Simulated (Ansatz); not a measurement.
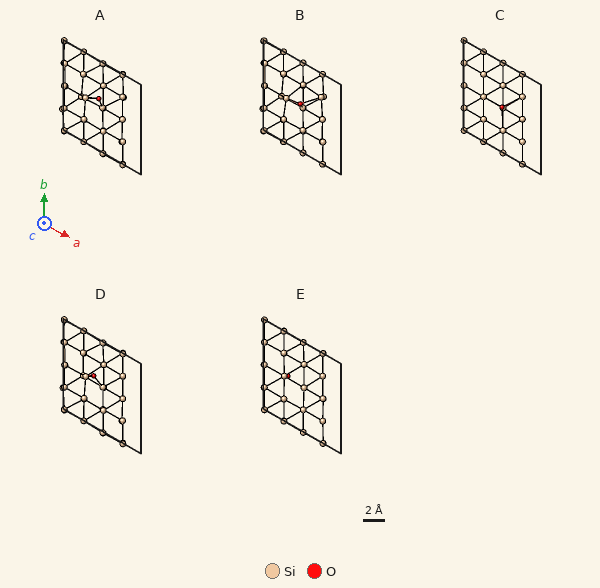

5 geometries from one relaxation of a defect cell of composition Si₃₂O, in shuffled order. The picture is a ball-and-stick view of the cell of the calculation (origin shifted), seen along the c axis.

Case: O interstitial, charge +0, atoms relaxed.

These are results of DFT PBE, scalar-relativistic, plane waves, PAW (Ansatz), not measurements. Set-up: plane-wave cutoff 420 eV; k-point mesh 2 × 2 × 2; occupations gaussian; smearing width 0.02 eV; mesh shifted by (0.5, 0.5, 0.5); no spin polarisation; atoms relaxed in a fixed cell; force threshold 0.02 eV/Å; at most 60 steps.

Question: Put them in the order of the run, from the start to the converged end.

Answer: C, B, A, D, E. They are steps 0, 4, 7, 10, 15, at +4.131 eV per cell of the calculation, +3.029 eV per cell of the calculation, +2.726 eV per cell of the calculation, +0.880 eV per cell of the calculation relative to the last. The largest move is that of the O atom, 1.76 Å along [−2 0 −1]. By element the largest moves are O 1.76 Å, Si 0.43 Å. The cell stays as it was. Among the contacts that change: O–Si 2.469 → 3.870 Å, O–Si 2.430 → 3.656 Å, O–Si 2.600 → 1.632 Å, Si–Si 2.369 → 3.188 Å. Bond angles that change, for instance: Si–Si–Si 109.5° → 99.5°, Si–Si–Si 109.5° → 99.5°, Si–Si–Si 109.5° → 101.1°. The energy falls by 4.131 eV per cell of the calculation in 15 geometry steps. The largest force component goes from 0.78 to 0.0046 eV/Å. Cost: 3.3 min on 4 threads of Arm Neoverse V1, with other jobs on the host, peak memory 1.5 GiB.
